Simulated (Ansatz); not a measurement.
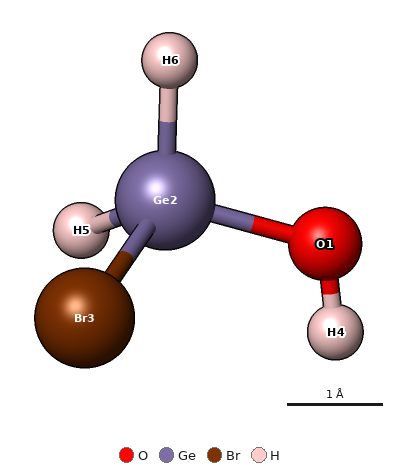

*The starting structure (ball-and-stick view, seen at a tilt; atoms are numbered from 1 in the order of the input). Sticks mark near contacts.*

Bond lengths as drawn: Br–Ge 2.32 Å, Ge–H 1.53 Å, Ge–O 1.77 Å and H–O 0.96 Å.

# Nudged elastic band of GeH$_{3}$BrO

The run: nudged elastic band of GeH$_{3}$BrO. Method and program: RKS PBE0-D4/def2-mTZVP (Ansatz 0.2.0).

One setting was made poor on purpose. It belongs to a series of runs on one base structure; here: band between the two ends. Figures and captions count atoms from 1; the log counts them from 0 in places.

**The input**
```yaml
crystal:
  periodic: [false, false, false]
  atoms:
    - { symbol: O, position_ang: [-0.536193, -1.324105, 0.116867] }
    - { symbol: Ge, position_ang: [0.36576, 0.198013, 0.140578] }
    - { symbol: Br, position_ang: [-1.109518, 1.96912, -0.079092] }
    - { symbol: H, position_ang: [-1.024502, -1.465005, -0.701531] }
    - { symbol: H, position_ang: [1.334553, 0.295499, -1.046056] }
    - { symbol: H, position_ang: [1.012, 0.262477, 1.522935] }
basis:
  gaussian: { orbitals: def2-mTZVP }
hamiltonian:
  xc: pbe0
  dispersion: d4
neb:
  order_check: false
  images: 3
  f_tol: 0.05
  max_iterations: 60
  climbing: false
  final_atoms:
    - { symbol: O, position_ang: [0.05801717, -1.04921021, 0.46527646] }
    - { symbol: Ge, position_ang: [1.06448828, 0.86019718, -0.06102474] }
    - { symbol: Br, position_ang: [-1.17171542, 1.78575405, -0.29438173] }
    - { symbol: H, position_ang: [-0.78379953, -0.94939784, -0.00895445] }
    - { symbol: H, position_ang: [1.05722882, 0.28191733, -1.54807341] }
    - { symbol: H, position_ang: [-0.18211933, -0.99326151, 1.40085887] }
  initial_path:
    images:
      - { positions_ang: [[-0.536193, -1.324105, 0.116867], [0.36576, 0.198013, 0.140578], [-1.109518, 1.96912, -0.079092], [-1.024502, -1.465005, -0.701531], [1.334553, 0.295499, -1.046056], [1.012, 0.262477, 1.522935]] }
      - { positions_ang: [[-0.41301027, -1.25329362, 0.27798108], [0.41212275, 0.31234613, 0.14260566], [-1.14605677, 2.02532102, -0.12146806], [-0.90397879, -1.38095748, -0.55902783], [1.34208512, 0.31153024, -1.09303849], [0.75093796, -0.0789473, 1.30664865]] }
      - { positions_ang: [[-0.28982755, -1.18248225, 0.43909517], [0.4584855, 0.42667927, 0.14463332], [-1.18259554, 2.08152204, -0.16384413], [-0.78345558, -1.29690996, -0.41652466], [1.34961724, 0.32756149, -1.14002099], [0.48987593, -0.42037159, 1.09036229]] }
      - { positions_ang: [[-0.11590519, -1.11584623, 0.45218581], [0.76148689, 0.64343822, 0.04180429], [-1.17715548, 1.93363804, -0.22911293], [-0.78362755, -1.1231539, -0.21273956], [1.20342303, 0.30473941, -1.3440472], [0.1538783, -0.70681655, 1.24561058]] }
      - { positions_ang: [[0.05801717, -1.04921021, 0.46527646], [1.06448828, 0.86019718, -0.06102474], [-1.17171542, 1.78575405, -0.29438173], [-0.78379953, -0.94939784, -0.00895445], [1.05722882, 0.28191733, -1.54807341], [-0.18211933, -0.99326151, 1.40085887]] }
```

Hardware: 2 threads of Intel Xeon @ 2.50GHz (Skylake/Cascade Lake), 16 GiB of memory available, shared host.

Run as:
```bash
ansatz run input.yaml --threads 2 --pin off --max-ram 3072MiB --backend cpu --events-out ev --progress --plain --runs-dir out
```

**The program's output**
```
Engine: ansatz 0.2.0, x86_64-unknown-linux-gnu
Functional definition: PBE0
  parameter a = 0.25
  parameter kappa = 0.804
  parameter beta = 0.06672455060314922
  exchange = (1 - a)*pbe_x(kappa = kappa, mu = beta*pi^2/3) + a*exact_x
  correlation = pbe_c(beta = beta)
1050 factors; integrals over basis functions are off by at most 4.9e-4 eV
mean field evaluation 1: about -128640.6731 eV, gradient 5.5e1 eV
mean field evaluation 2: about -128624.9849 eV, gradient 1.1e2 eV
mean field evaluation 4: about -128645.2971 eV, gradient 5.0e0 eV
mean field evaluation 8: about -128645.3426 eV, gradient 7.5e-2 eV
mean field -128645.34262737 eV, -4727.6291426108 hartree, gradient 5.0e-5 eV, S^2 0.000000; 0 other end points of the search recorded, 0 dependent functions left out
the calculation of the forces begins
reference -128645.34265356 eV, -4727.6291435731 hartree; 39, 39 occupied and 66, 66 virtual orbitals, 1050 factors
1050 factors; integrals over basis functions are off by at most 9.8e-4 eV
mean field evaluation 16: about -128641.2064 eV, gradient 4.7e1 eV
mean field -128644.61254947 eV, -4727.6023127428 hartree, gradient 7.9e-5 eV, S^2 0.000000; 0 other end points of the search recorded, 0 dependent functions left out
the calculation of the forces begins
reference -128644.61257267 eV, -4727.6023135955 hartree; 39, 39 occupied and 66, 66 virtual orbitals, 1050 factors
NEB end point (image 0): max|allowed force component| = 1.544e-2 eV/Å (the criterion of neb.relax_end_points is 1.000e-2)
NEB end point (image 4): max|allowed force component| = 1.379e-2 eV/Å (the criterion of neb.relax_end_points is 1.000e-2)
1050 factors; integrals over basis functions are off by at most 6.3e-4 eV
mean field evaluation 32: about -128638.5751 eV, gradient 5.7e1 eV
mean field -128643.76712964 eV, -4727.5712441372 hartree, gradient 1.4e-5 eV, S^2 0.000000; 0 other end points of the search recorded, 0 dependent functions left out
the calculation of the forces begins
reference -128643.76715539 eV, -4727.5712450835 hartree; 39, 39 occupied and 66, 66 virtual orbitals, 1050 factors
1050 factors; integrals over basis functions are off by at most 6.0e-4 eV
mean field -128640.75425690 eV, -4727.4605231060 hartree, gradient 8.2e-5 eV, S^2 0.000000; 0 other end points of the search recorded, 0 dependent functions left out
the calculation of the forces begins
reference -128640.75428145 eV, -4727.4605240083 hartree; 39, 39 occupied and 66, 66 virtual orbitals, 1050 factors
1050 factors; integrals over basis functions are off by at most 6.3e-4 eV
mean field evaluation 64: about -128639.3160 eV, gradient 4.9e1 eV
mean field -128642.84754796 eV, -4727.5374501335 hartree, gradient 2.9e-5 eV, S^2 0.000000; 0 other end points of the search recorded, 0 dependent functions left out
the calculation of the forces begins
reference -128642.84757160 eV, -4727.5374510024 hartree; 39, 39 occupied and 66, 66 virtual orbitals, 1050 factors
NEB iter   1: max|band force component| = 9.171e0 eV/Å  barrier→ = 4.5918 eV  barrier← = 3.8705 eV  Δτ_max = 0.2000 Å  (127 SCF iters)
these checks for a lower state are left out or cut short: starts, cluster_reference, orbital_swaps, neighbouring_geometries, increment
1050 factors; integrals over basis functions are off by at most 5.9e-4 eV
mean field -128644.47995306 eV, -4727.5974399146 hartree, gradient 1.5e-5 eV, S^2 0.000000; 0 other end points of the search recorded, 0 dependent functions left out
the calculation of the forces begins
reference -128644.47997874 eV, -4727.5974408582 hartree; 39, 39 occupied and 66, 66 virtual orbitals, 1050 factors
these checks for a lower state are left out or cut short: starts, cluster_reference, orbital_swaps, neighbouring_geometries, increment
1050 factors; integrals over basis functions are off by at most 4.8e-4 eV
mean field -128642.05902777 eV, -4727.5084725512 hartree, gradient 1.1e-5 eV, S^2 0.000000; 0 other end points of the search recorded, 0 dependent functions left out
the calculation of the forces begins
reference -128642.05905251 eV, -4727.5084734604 hartree; 39, 39 occupied and 66, 66 virtual orbitals, 1050 factors
these checks for a lower state are left out or cut short: starts, cluster_reference, orbital_swaps, neighbouring_geometries, increment
1050 factors; integrals over basis functions are off by at most 7.8e-4 eV
mean field evaluation 96: about -128643.5805 eV, gradient 3.0e-1 eV
mean field -128643.59584435 eV, -4727.5649495189 hartree, gradient 2.6e-5 eV, S^2 0.000000; 0 other end points of the search recorded, 0 dependent functions left out
the calculation of the forces begins
reference -128643.59586788 eV, -4727.5649503835 hartree; 39, 39 occupied and 66, 66 virtual orbitals, 1050 factors
NEB iter   2: max|band force component| = 4.157e0 eV/Å  barrier→ = 3.2848 eV  barrier← = 2.5635 eV  Δτ_max = 0.1972 Å  (87 SCF iters)
[... from here on the SCF iterations and repeated set-up lines of each step are left out, up to the last step ...]
NEB iter   3: max|band force component| = 1.790e0 eV/Å  barrier→ = 2.6570 eV  barrier← = 1.9357 eV  Δτ_max = 0.1899 Å  (94 SCF iters)
NEB iter   4: max|band force component| = 7.674e-1 eV/Å  barrier→ = 2.2626 eV  barrier← = 1.5413 eV  Δτ_max = 0.1956 Å  (89 SCF iters)
NEB iter   5: max|band force component| = 5.796e-1 eV/Å  barrier→ = 1.8770 eV  barrier← = 1.1557 eV  Δτ_max = 0.1950 Å  (88 SCF iters)
NEB iter   6: max|band force component| = 5.447e-1 eV/Å  barrier→ = 1.3369 eV  barrier← = 0.6156 eV  Δτ_max = 0.0841 Å  (89 SCF iters)
NEB iter   7: max|band force component| = 6.934e-1 eV/Å  barrier→ = 1.3928 eV  barrier← = 0.6715 eV  Δτ_max = 0.0417 Å  (91 SCF iters)
NEB iter   8: max|band force component| = 3.919e-1 eV/Å  barrier→ = 1.3800 eV  barrier← = 0.6586 eV  Δτ_max = 0.0421 Å  (91 SCF iters)
NEB iter   9: max|band force component| = 7.080e-2 eV/Å  barrier→ = 1.3861 eV  barrier← = 0.6648 eV  Δτ_max = 0.0408 Å  (91 SCF iters)
NEB iter  10: max|band force component| = 6.867e-2 eV/Å  barrier→ = 1.3509 eV  barrier← = 0.6296 eV  Δτ_max = 0.0346 Å  (78 SCF iters)
these checks for a lower state are left out or cut short: starts, cluster_reference, orbital_swaps, neighbouring_geometries, increment
1050 factors; integrals over basis functions are off by at most 6.7e-4 eV
mean field -128645.33206934 eV, -4727.6287546103 hartree, gradient 6.7e-6 eV, S^2 0.000000; 0 other end points of the search recorded, 0 dependent functions left out
the calculation of the forces begins
reference -128645.33209552 eV, -4727.6287555726 hartree; 39, 39 occupied and 66, 66 virtual orbitals, 1050 factors
these checks for a lower state are left out or cut short: starts, cluster_reference, orbital_swaps, neighbouring_geometries, increment
1050 factors; integrals over basis functions are off by at most 7.4e-4 eV
mean field -128644.06583188 eV, -4727.5822212419 hartree, gradient 8.1e-6 eV, S^2 0.000000; 0 other end points of the search recorded, 0 dependent functions left out
the calculation of the forces begins
reference -128644.06585728 eV, -4727.5822221754 hartree; 39, 39 occupied and 66, 66 virtual orbitals, 1050 factors
these checks for a lower state are left out or cut short: starts, cluster_reference, orbital_swaps, neighbouring_geometries, increment
1050 factors; integrals over basis functions are off by at most 8.5e-4 eV
mean field evaluation 288: about -128644.0565 eV, gradient 9.8e-6 eV
mean field -128644.05651410 eV, -4727.5818788200 hartree, gradient 1.0e-5 eV, S^2 0.000000; 0 other end points of the search recorded, 0 dependent functions left out
the calculation of the forces begins
reference -128644.05653807 eV, -4727.5818797007 hartree; 39, 39 occupied and 66, 66 virtual orbitals, 1050 factors
1050 factors; integrals over basis functions are off by at most 6.7e-4 eV
mean field -128645.33206934 eV, -4727.6287546103 hartree, gradient 6.7e-6 eV, S^2 0.000000; 1 other end points of the search recorded, 0 dependent functions left out
the calculation of the forces begins
reference -128645.33209552 eV, -4727.6287555726 hartree; 39, 39 occupied and 66, 66 virtual orbitals, 1050 factors
1050 factors; integrals over basis functions are off by at most 7.4e-4 eV
mean field evaluation 320: about -128644.0658 eV, gradient 1.9e-3 eV
mean field -128644.06583188 eV, -4727.5822212419 hartree, gradient 8.1e-6 eV, S^2 0.000000; 1 other end points of the search recorded, 0 dependent functions left out
the calculation of the forces begins
reference -128644.06585728 eV, -4727.5822221754 hartree; 39, 39 occupied and 66, 66 virtual orbitals, 1050 factors
1050 factors; integrals over basis functions are off by at most 8.5e-4 eV
mean field -128644.05651410 eV, -4727.5818788200 hartree, gradient 1.0e-5 eV, S^2 0.000000; 1 other end points of the search recorded, 0 dependent functions left out
the calculation of the forces begins
reference -128644.05653807 eV, -4727.5818797007 hartree; 39, 39 occupied and 66, 66 virtual orbitals, 1050 factors
NEB iter  11: max|band force component| = 4.308e-2 eV/Å  barrier→ = 1.2841 eV  barrier← = 0.5628 eV  Δτ_max = 0.0000 Å  (174 SCF iters)
```

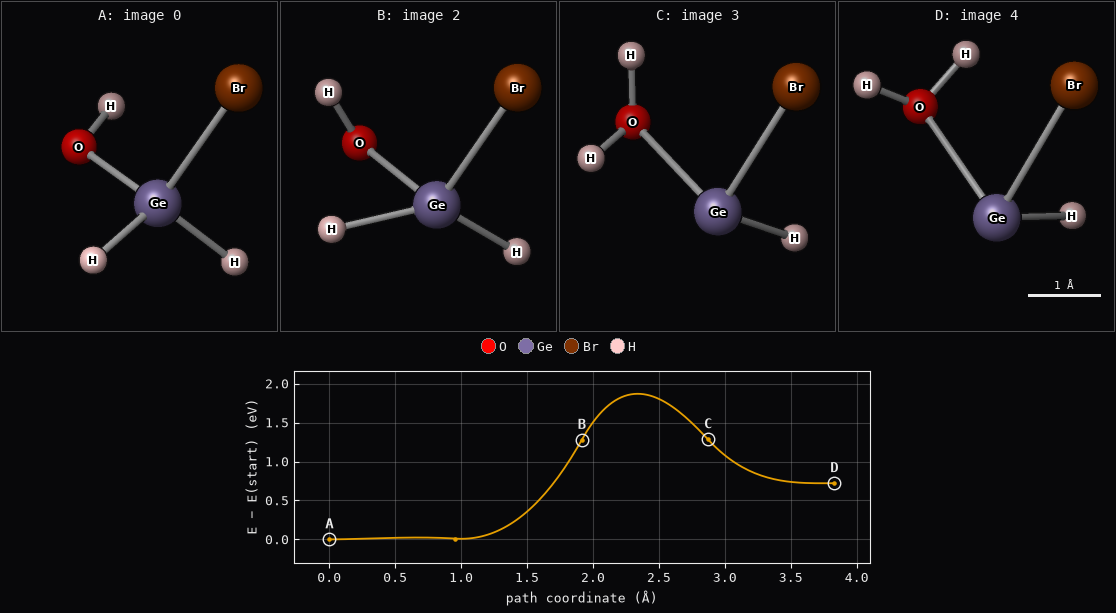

*Images of the last band (counted from 0; ball-and-stick, seen at a tilt) above the energy along the path; the line is a cubic interpolation that uses the forces.*

The highest image is number 3, 1.284 eV above the start and 0.563 eV above the end; the end lies 0.721 eV above the start. The path is 3.83 Å long. The band converged in 11 iterations.

```
Total energy: -128644.15489828 eV, -4727.5854943716 hartree
Atom 0 at    -0.113266    -1.207994     0.228176 Å, force     0.398836     0.164661     1.045969 eV/Å
Atom 1 at     0.790672     0.747462     0.090647 Å, force     0.695572     0.998022     0.163698 eV/Å
Atom 2 at    -1.183035     1.943186    -0.436646 Å, force    -0.142109    -0.030052    -0.198031 eV/Å
Atom 3 at    -1.083453    -1.177291     0.275724 Å, force     0.088150     0.144206     0.015278 eV/Å
Atom 4 at     1.405183     0.531712    -1.331729 Å, force    -0.174888    -0.013622    -0.423378 eV/Å
Atom 5 at     0.225999    -0.901076     1.127529 Å, force    -0.865561    -1.263215    -0.603537 eV/Å
Dipole moment:     0.012925    -0.562846     0.311334 e Å
this run last wrote the band of iteration 11 to [file]
```

**The last band as extended XYZ (Å, eV, eV/Å)**
```
6
Properties=species:S:1:pos:R:3:forces:R:3 image=0 energy=-128645.43896
O    -0.5362   -1.3241    0.1169    0.0090  -0.0043   0.0146
Ge    0.3658    0.1980    0.1406   -0.0035   0.0088   0.0043
Br   -1.1095    1.9691   -0.0791    0.0026   0.0008  -0.0016
H    -1.0245   -1.4650   -0.7015   -0.0154  -0.0081  -0.0151
H     1.3346    0.2955   -1.0461    0.0056   0.0042  -0.0018
H     1.0120    0.2625    1.5229    0.0018  -0.0014  -0.0005
6
Properties=species:S:1:pos:R:3:forces:R:3 image=1 energy=-128645.42849
O    -0.3767   -1.3136   -0.4660    0.0397   0.0152   0.0726
Ge    0.3974    0.1933    0.0516    0.0106   0.0353  -0.0112
Br   -1.1233    1.9270   -0.1532   -0.0045   0.0062  -0.0389
H    -1.2410   -1.4795   -0.0731    0.0260   0.0460   0.0465
H     1.5507    0.3800   -0.9316    0.0014   0.0394  -0.0401
H     0.8350    0.2287    1.5259   -0.0733  -0.1421  -0.0289
6
Properties=species:S:1:pos:R:3:forces:R:3 image=2 energy=-128644.16171
O    -0.2266   -1.2705   -0.2516   -0.4554  -0.1410  -1.4962
Ge    0.5028    0.3623    0.0683   -0.8726  -1.3889  -0.3324
Br   -1.1525    1.9387   -0.3621    0.1898   0.0287   0.2970
H    -1.0950   -1.2671    0.1664   -0.0891  -0.2357  -0.0393
H     1.5258    0.6042   -1.0647    0.1700  -0.0153   0.6062
H     0.4876   -0.4316    1.3975    1.0573   1.7522   0.9647
6
Properties=species:S:1:pos:R:3:forces:R:3 image=3 energy=-128644.15487
O    -0.1133   -1.2080    0.2282    0.3988   0.1647   1.0460
Ge    0.7907    0.7475    0.0906    0.6956   0.9980   0.1637
Br   -1.1830    1.9432   -0.4366   -0.1421  -0.0301  -0.1980
H    -1.0835   -1.1773    0.2757    0.0882   0.1442   0.0153
H     1.4052    0.5317   -1.3317   -0.1749  -0.0136  -0.4234
H     0.2260   -0.9011    1.1275   -0.8656  -1.2632  -0.6035
6
Properties=species:S:1:pos:R:3:forces:R:3 image=4 energy=-128644.71763
O     0.0580   -1.0492    0.4653    0.0016  -0.0061   0.0071
Ge    1.0645    0.8602   -0.0610   -0.0052   0.0039  -0.0119
Br   -1.1717    1.7858   -0.2944   -0.0003   0.0015   0.0058
H    -0.7838   -0.9494   -0.0090    0.0001   0.0019   0.0034
H     1.0572    0.2819   -1.5481    0.0053  -0.0037   0.0095
H    -0.1821   -0.9933    1.4009   -0.0015   0.0025  -0.0138
```

**Key numbers**

- outcome: converged
- barrier, forward: 1.284 eV
- barrier, backward: 0.563 eV
- wall time: 1.8 min (CPU time 3.4 min)
- peak memory: 0.27 GiB

A deliberately poor setting: few images. The order of the saddle point was not checked.
